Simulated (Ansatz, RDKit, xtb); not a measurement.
# Isomers of C4H6B2O, a sample narrowed down

Which of a sample of isomers of C4H6B2O is the most stable in the gas at 298.15 K, and what are its properties? The sample is small against all isomers, and the most stable one of this formula need not be in it.

Plan: many cheap relaxations first (GFN2-xTB), then density-functional screening, relaxation at PBE0-D3(BJ)/def2-SVP, vibrations (at GFN2-xTB) and a final energy. The numbers are computed, not measured.

### Step 1. Candidates

Isomers were taken from a list of plausible structures; this is a sample, not all of them. That gives 4 candidates.

Candidates are built by distance geometry, with a force field where one applies, in up to four conformers (letters a to d).

### Step 2. Search with GFN2-xTB

All 4 starts are relaxed the same way. One of them, c901a (taken from a list of positional isomers, embedded by distance geometry and UFF), in full:

File start.xyz:

```xyz
13
c901a
C     -0.239804     1.254470     0.713436
C      0.962451     0.743633     1.171833
C      0.585463    -0.381096     1.948516
C     -1.274277     0.462380     1.198911
B     -0.344551     2.490658    -0.206283
B     -2.761292     0.587174     0.927435
O     -0.708594    -0.537813     1.917123
H     -1.382081     2.903150    -0.557672
H      0.668726     3.121718    -0.514265
H      1.975896     1.071180     1.018980
H      1.263404    -1.035073     2.486533
H     -3.519451    -0.229459     1.430430
H     -3.229511     1.491718     0.317740
```

On the command line:

```bash
$ xtb start.xyz --gfn 2 --opt
```

The program printed, cut to the lines that bear on the results:

```text
* xtb version 6.7.1
[...]
          :  # basis functions                  34          :
[...]
          :  # electrons                        34          :
[...]
          :  Hamiltonian                  GFN2-xTB          :
[...]
          :  net charge                          0          :
          :  unpaired electrons                  0          :
[...]
   *** convergence criteria satisfied after 13 iterations ***
[...]
   *** GEOMETRY OPTIMIZATION CONVERGED AFTER 8 ITERATIONS ***
[...]
   *** convergence criteria satisfied after 3 iterations ***
[...]
         ::                     SUMMARY                     ::
         :::::::::::::::::::::::::::::::::::::::::::::::::::::
         :: total energy             -18.127119433949 Eh    ::
         :: gradient norm              0.000477555121 Eh/a0 ::
         :: HOMO-LUMO gap              2.880651830298 eV    ::
         ::.................................................::
         :: SCC energy               -18.369387957019 Eh    ::
         :: -> isotropic ES            0.042036465158 Eh    ::
         :: -> anisotropic ES          0.009052731898 Eh    ::
         :: -> anisotropic XC          0.001975227358 Eh    ::
         :: -> dispersion             -0.008589368279 Eh    ::
         :: repulsion energy           0.242268523070 Eh    ::
         :: add. restraining           0.000000000000 Eh    ::
         :: total charge               0.000000000000 e     ::
         :::::::::::::::::::::::::::::::::::::::::::::::::::::
[...]
        17        2.0000           -0.4035117             -10.9801 (HOMO)
        18                         -0.2976496              -8.0995 (LUMO)
[...]
     #   Z          covCN         q      C6AA      α(0)
     1   6          2.975    -0.081    30.022     8.988
     2   6          2.994    -0.059    29.445     8.901
     3   6          3.027     0.083    26.133     8.385
     4   6          2.994     0.040    27.103     8.540
     5   5          2.784     0.224    17.952     7.083
     6   5          2.784     0.210    18.152     7.123
     7   8          1.728    -0.170    16.864     5.545
     8   1          0.940    -0.087     5.114     3.535
     9   1          0.939    -0.089     5.197     3.564
    10   1          0.926     0.040     2.448     2.447
    11   1          0.926     0.046     2.371     2.408
    12   1          0.940    -0.077     4.819     3.432
    13   1          0.941    -0.079     4.871     3.450
[...]
     #   Z sym  total        # sym  WBO       # sym  WBO       # sym  WBO
 ---------------------------------------------------------------------------
     1   6      3.959 --     4      1.414     2      1.296     5      1.087
     2   6      3.986 --     3      1.569     1      1.296    10      0.974
     3   6      3.923 --     2      1.569     7      1.172    11      0.965
                             4      0.119
     4   6      3.862 --     1      1.414     7      1.117     6      1.097
                             3      0.119
     5   5      3.196 --     1      1.087     8      0.981     9      0.981
     6   5      3.243 --     4      1.097    12      0.983    13      0.982
     7   8      2.476 --     3      1.172     4      1.117
     8   1      0.992 --     5      0.981
     9   1      0.992 --     5      0.981
    10   1      0.998 --     2      0.974
    11   1      0.997 --     3      0.965
[...]
molecular dipole:
                 x           y           z       tot (Debye)
 q only:        0.270      -0.029       0.043
   full:        0.547      -0.224       0.205       1.590
molecular quadrupole (traceless):
[...]
          | TOTAL ENERGY              -18.127119433949 Eh   |
          | GRADIENT NORM               0.000477555121 Eh/α |
          | HOMO-LUMO GAP               2.880651830298 eV   |
           -------------------------------------------------
[...]
```

Wall time 0.059 s (2 threads of Arm Neoverse V2, shared host).

### Step 3. Distinct minima at GFN2-xTB

4 of the 4 relaxations converged. 4 distinct structures remain:

```
label  start  SMILES after     spin  energy (kcal/mol)
c319a  drawn   Bc1ccc(B)o1  singlet                0.0
c195a  drawn   Bc1coc(B)c1  singlet                1.9
c901a  drawn     Bc1ccoc1B  singlet                3.3
c839a  drawn     Bc1cocc1B  singlet                5.7
```

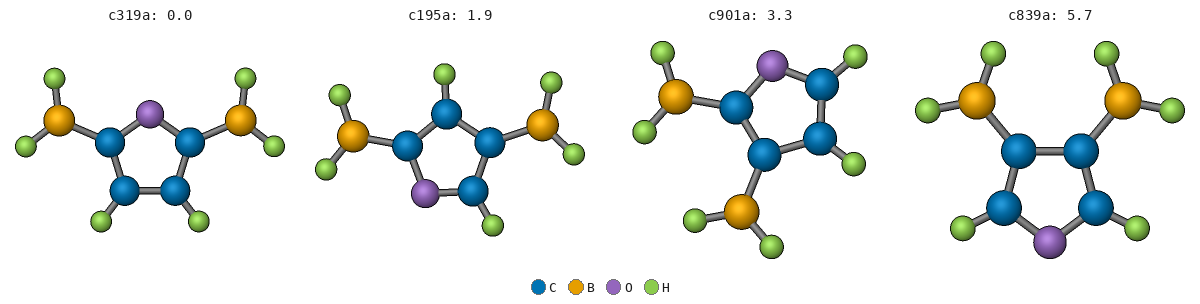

The 4 lowest minima that did not fall apart, with their GFN2-xTB energies in kcal/mol.

### Step 4. Second filter: single points

A choice of the minima (the low ones first, few conformers of a pattern, up to a cap) and the lowest that fell apart get a single point at r2SCAN-D4/def2-SVP on the tight-binding geometry, and one at HF/STO-3G for comparison. The lowest singlets are also tried as triplets at the same geometry (label ending in t). The first, c319a:

File input.yaml:

```yaml
crystal:
  periodic: [false, false, false]
  atoms:
    - symbol: C
      position_ang: [-0.045886, 1.736315, 0.422211]
    - symbol: C
      position_ang: [0.595704, 1.194038, 1.535788]
    - symbol: C
      position_ang: [-0.228936, 0.189400, 2.031753]
    - symbol: C
      position_ang: [-1.354576, 0.142408, 1.209069]
    - symbol: B
      position_ang: [0.383823, 2.858459, -0.519254]
    - symbol: B
      position_ang: [-2.587079, -0.756442, 1.269227]
    - symbol: O
      position_ang: [-1.214808, 1.083141, 0.251951]
    - symbol: H
      position_ang: [-0.304775, 3.165807, -1.409554]
    - symbol: H
      position_ang: [1.403811, 3.392235, -0.326757]
    - symbol: H
      position_ang: [1.545891, 1.507845, 1.920146]
    - symbol: H
      position_ang: [-0.052262, -0.439680, 2.881502]
    - symbol: H
      position_ang: [-2.656516, -1.556250, 2.116162]
    - symbol: H
      position_ang: [-3.435752, -0.632896, 0.478410]
basis:
  gaussian:
    orbitals: def2-SVP
hamiltonian:
  xc: r2scan
  dispersion: d4
scf:
  lower_state_search: off
output: {orbitals: {seedname: orbitals}}
```

On the command line:

```bash
$ ansatz run input.yaml --threads 2 --pin off --max-ram 5220MiB --events-out events.jsonl --progress --plain --runs-dir runs
```

The program printed, cut to the lines that bear on the results:

```text
Warning: RAYON_NUM_THREADS=2 ignored (pool sized by the plan → 2); use --threads N
Functional definition: r2SCAN
  name "r2SCAN"
[...]
1431 factors; their error is unknown
[...]
mean field -7633.60708531 eV, -280.5298861406 hartree, gradient 4.3e-6 eV, S^2 0.000000; 0 other end points of the search recorded, 0 dependent functions left out
reference -7633.60709753 eV, -280.5298865896 hartree; 24, 24 occupied and 104, 104 virtual orbitals, 1431 factors
Total energy: -7633.68446014 eV, -280.5327296129 hartree
Checks for a lower state left out: stability, starts, cluster_reference, orbital_swaps, neighbouring_geometries, increment
```

Run time: 3.3 s. Hardware: 2 threads of Arm Neoverse V2, shared host; peak memory 0.15 GiB.

Relative energies in kcal/mol, each column from its lowest structure that stays in one piece:

```
 label       SMILES     spin  GFN2-xTB  HF/STO-3G  r2SCAN-D4/def2-SVP
 c319a  Bc1ccc(B)o1  singlet       0.0        0.6                 0.0
 c195a  Bc1coc(B)c1  singlet       1.9        0.0                 0.5
 c901a    Bc1ccoc1B  singlet       3.3        3.7                 3.4
 c839a    Bc1cocc1B  singlet       5.7        4.3                 4.9
c319at  Bc1ccc(B)o1  triplet         –          –                59.7
c901at    Bc1ccoc1B  triplet         –          –                65.1
c195at  Bc1coc(B)c1  triplet         –          –                72.8
```

### Step 5. Refinement at PBE0-D3(BJ)/def2-SVP

4 candidates are relaxed at PBE0-D3(BJ)/def2-SVP (chosen among the lowest in one piece). The first, c319a:

Edit input.yaml of step 4 so:

```diff
@@ -33,6 +33,7 @@
 hamiltonian:
-  xc: r2scan
-  dispersion: d4
+  xc: pbe0
+  dispersion: d3bj
 scf:
   lower_state_search: off
-output: {orbitals: {seedname: orbitals}}
+relax:
+  f_tol: 0.006
```

On the command line:

```bash
$ ansatz run input.yaml --threads 2 --pin off --max-ram 5220MiB --events-out events.jsonl --progress --plain --runs-dir runs
```

The program printed, cut to the lines that bear on the results:

```text
Warning: RAYON_NUM_THREADS=2 ignored (pool sized by the plan → 2); use --threads N
[...]
Functional definition: PBE0
  name "PBE0"
[...]
1474 factors; integrals over basis functions are off by at most 2.5e-4 eV
[...]
mean field -7629.00607803 eV, -280.3608022416 hartree, gradient 3.4e-6 eV, S^2 0.000000; 0 other end points of the search recorded, 0 dependent functions left out
[...]
reference -7629.00611103 eV, -280.3608034542 hartree; 24, 24 occupied and 104, 104 virtual orbitals, 1474 factors
relax step   1: F+E_penalty+E_count = -7629.25784796 eV  Δ(F+E_penalty+E_count) = +0.000e0 eV  max|allowed force component| = 8.953e-1 eV/Å  Δτ_max = 0.0000 Å  (15 SCF iters, accepted)
[...]
relax step   4: F+E_penalty+E_count = -7629.35262719 eV  Δ(F+E_penalty+E_count) = -3.060e-4 eV  max|allowed force component| = 1.848e-2 eV/Å  Δτ_max = 0.0060 Å  (15 SCF iters, accepted)
[...]
Atom 4 at     0.372678     2.854815    -0.522552 Å, force     0.001552     0.000476    -0.001451 eV/Å
Atom 5 at    -2.588547    -0.748561     1.260232 Å, force     0.000046    -0.003017    -0.001000 eV/Å
Atom 6 at    -1.208579     1.081237     0.258472 Å, force     0.002748    -0.001111     0.002352 eV/Å
Atom 7 at    -0.344053     3.169824    -1.438477 Å, force    -0.001166    -0.000993     0.001125 eV/Å
Atom 8 at     1.426188     3.412062    -0.334410 Å, force    -0.001051     0.000167    -0.000467 eV/Å
Atom 9 at     1.574239     1.522077     1.924147 Å, force     0.000403     0.000020     0.000027 eV/Å
Atom 10 at    -0.055032    -0.461101     2.904867 Å, force     0.000080    -0.000264     0.000254 eV/Å
Atom 11 at    -2.672984    -1.577178     2.133198 Å, force    -0.000941     0.001048    -0.000365 eV/Å
Atom 12 at    -3.459026    -0.619638     0.437128 Å, force     0.000906     0.001764    -0.000048 eV/Å
Dipole moment:     0.265182    -0.074137     0.290624 e Å
Checks for a lower state left out: stability, starts, cluster_reference, orbital_swaps, neighbouring_geometries, increment
```

Wall time 17 s (2 threads of Arm Neoverse V2, shared host); peak memory 0.28 GiB.

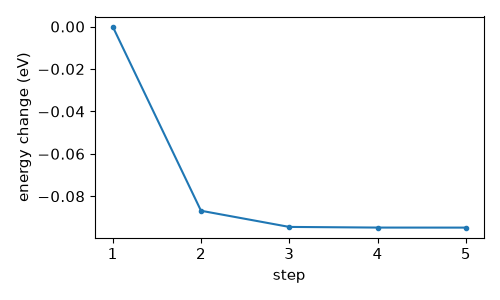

Energy along the run, all evaluated steps.

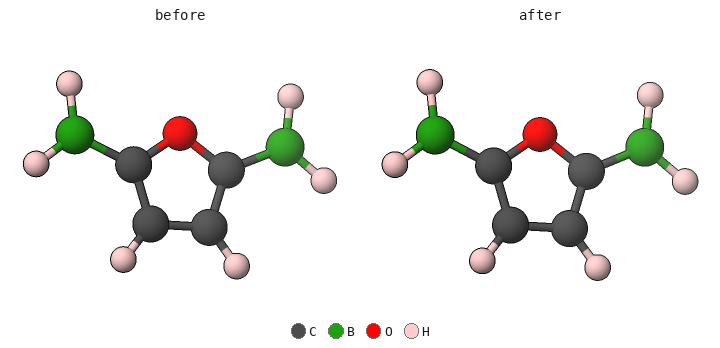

Before and after, at one scale.

After the run. Bond lengths: C1–C2 1.392 Å, C2–C3 1.404 Å, C3–C4 1.392 Å, C1–B5 1.528 Å, C4–B6 1.528 Å, C1–O7 1.353 Å, C4–O7 1.353 Å, B5–H8 1.205 Å, B5–H9 1.207 Å, C2–H10 1.089 Å, C3–H11 1.089 Å, B6–H12 1.207 Å, B6–H13 1.205 Å. Some angles: C1–C2–C3 106.8°, C2–C1–B5 131.2°, C2–C1–O7 108.5°, B5–C1–O7 120.3°, C2–C3–C4 106.8°, C3–C4–B6 131.2°, C3–C4–O7 108.5°, B6–C4–O7 120.3°, C1–O7–C4 109.4°, C1–C2–H10 125.1°.

### Step 6. After refinement

```
label     spin  r2SCAN-D4/def2-SVP (kcal/mol)  PBE0-D3(BJ)/def2-SVP, relaxed (kcal/mol)  time
c195a  singlet                            0.5                                       0.0  20 s
c319a  singlet                            0.0                                       0.2  17 s
c901a  singlet                            3.4                                       3.1  18 s
c839a  singlet                            4.9                                       3.8  21 s
```

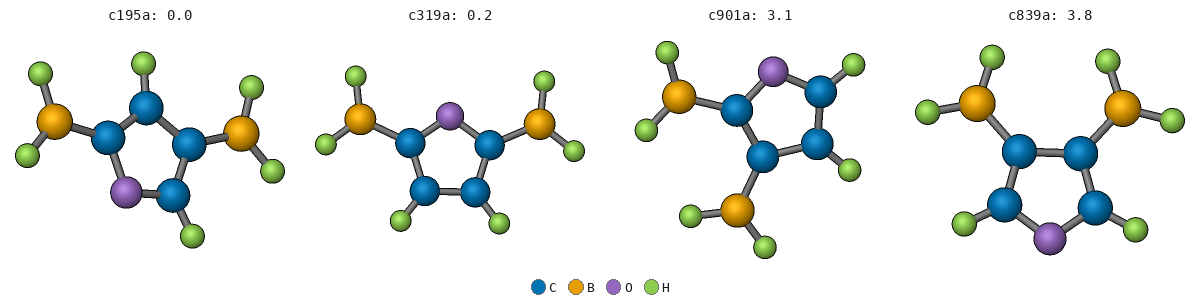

The relaxed structures, with energies at PBE0-D3(BJ)/def2-SVP in kcal/mol.

(Part 1 of 2 ends here.)
